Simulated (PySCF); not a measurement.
Consider GaH (charge −1, doublet).

```yaml
atoms:
  - { symbol: Ga, position_ang: [0.0000, 0.0000, -0.0248] }
  - { symbol: H, position_ang: [0.0000, 0.0000, 1.6992] }
```

Theory: PBE0/def2-SVPD, non-relativistic Hamiltonian with scalar-relativistic core potentials where named, at a bond length of 1.724 Å (PySCF).

> Predict the electron density, electron localisation function and spin density between the atoms.

Ga–H (1.72 Å): ρ is about 0.64 e/Å³ halfway; the ELF climbs to about 1 towards the hydrogen.
The unpaired spin (1 electron) lies mostly on Ga1 (about 1.0), in electrons by Hirshfeld's partition.

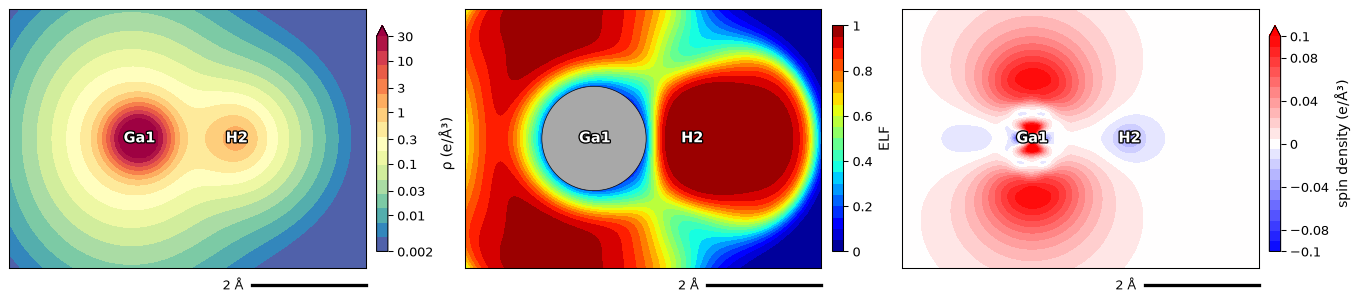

Computed electron density, electron localisation function and spin density on a plane that holds the molecular axis, in this order. Grey discs cover the atomic cores in the ELF map. 
